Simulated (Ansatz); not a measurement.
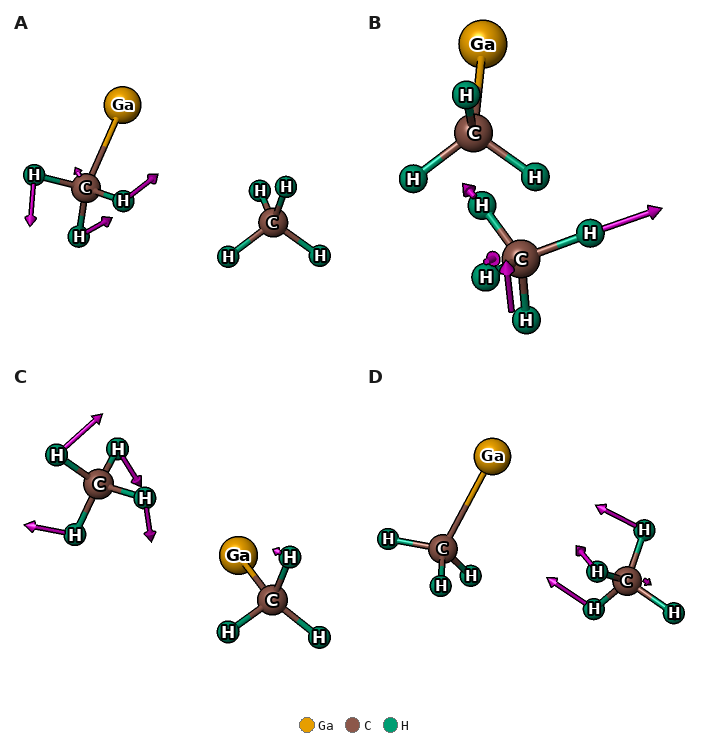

4 normal modes of one molecule or complex, as arrows. Harmonic vibrations computed with RKS PBE0-D4/def2-TZVP (Ansatz 0.2.0) at a stationary point of the same level.

**Match the panels to the wavenumbers 76 cm⁻¹, 497 cm⁻¹, 1322 cm⁻¹, 3164 cm⁻¹.**

A: 497 cm⁻¹, Ga–C–H bending
B: 3164 cm⁻¹, out-of-phase stretching of 3 C–H bonds
C: 76 cm⁻¹
D: 1322 cm⁻¹, H–C–H bending
